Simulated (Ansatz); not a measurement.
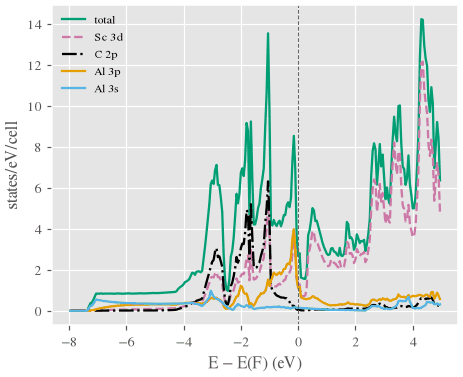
Total and projected density of states of Sc₂AlC in space group P6_3/mmc (No. 194; Sc on 4f, Al on 2d, C on 2a), DFT-r²SCAN in the program Ansatz with PAW potentials

### Question
Which orbitals carry the states next to the Fermi level?

### Answer
Within 0.5 eV of the Fermi level: Sc 3d 47 %, Al 3p 38 %. Projections are on Löwdin-orthogonalised atomic valence shells; empty p or d shells of many metals are not among them.

### Question
Where is the tallest occupied peak in this window, and what makes it?

### Answer
Near -1.0 eV, about 14 states/eV per cell; the largest projected share is C 2p.

The workflow started from a Materials Project entry (that database holds measured and hypothetical structures alike); the Crystallography Open Database copy checked does not list it. Its standing as an ambient phase is unchecked. The r²SCAN relaxation kept the symmetry of its start; of distortions, only those at the zone centre were tested. The run is not spin-polarised.

Potentials: the later of the program's two PAW sets.
